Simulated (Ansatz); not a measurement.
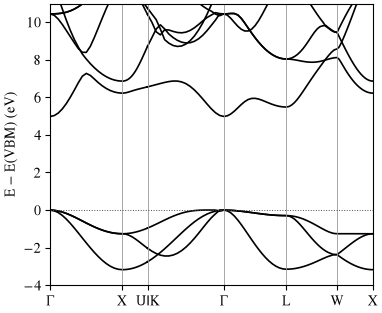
Band structure from PBEsol in the plane-wave PAW code Ansatz

### Question
Read off the gap and where the band edges lie.

### Answer
About 5.0 eV (4.98 eV by a search for the band edges); maximum on the K–Γ line, 78 % of the way from K, minimum at Γ.

The material is LiBr (rock salt, space group No. 225).

Space group Fm-3m (rock salt). Symmetry was held in the PBEsol relaxation. Scalar-relativistic: spin–orbit coupling is off unless named, which matters more the heavier the elements.

Potentials: the later of the program's two PAW sets.
